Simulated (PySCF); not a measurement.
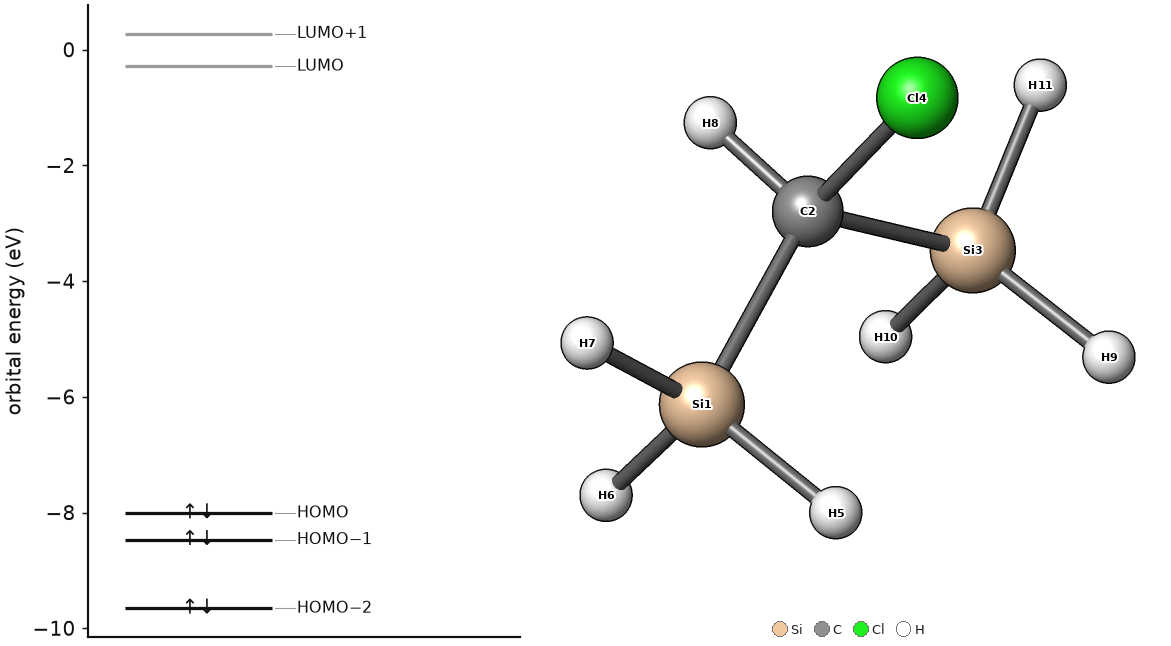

CH₇ClSi₂, SMILES [SiH3]C([SiH3])Cl. Kohn-Sham orbital energies near the frontier, PBE0/def2-SVPD, PySCF, at a GFN2-xTB geometry (no frequency check), isolated molecule; empty levels in grey, levels within 0.03 eV side by side.

Q: Where do the frontier orbitals lie?

A: HOMO at −8.01 eV, LUMO at −0.29 eV, 7.72 eV apart.

Q: On which atoms do HOMO and LUMO mostly sit?

A: HOMO: Cl4 53 %, C2 22 %, Si1/Si3 9 % each. LUMO: Cl4 28 %, C2 16 %, Si3/Si1 14 % each (Löwdin shares).

Q: List the levels with the atoms that carry most of them (a dash for levels above zero or within 0.03 eV of another, where shares mean little).

A:
| orbital | energy (eV) | Löwdin shares |
| --- | --- | --- |
| LUMO+1 | 0.28 | – |
| LUMO | −0.29 | Cl4 28 %, C2 16 %, Si3/Si1 14 % each |
| HOMO | −8.01 | Cl4 53 %, C2 22 %, Si1/Si3 9 % each |
| HOMO−1 | −8.47 | Cl4 65 %, C2 17 %, H8 6 % |
| HOMO−2 | −9.66 | Si3/Si1 20 % each, H11/H7 17 % each |

Known limits of this run: the tight-binding geometry is rougher than a DFT one and adds to the error; empty levels above zero depend strongly on the basis.
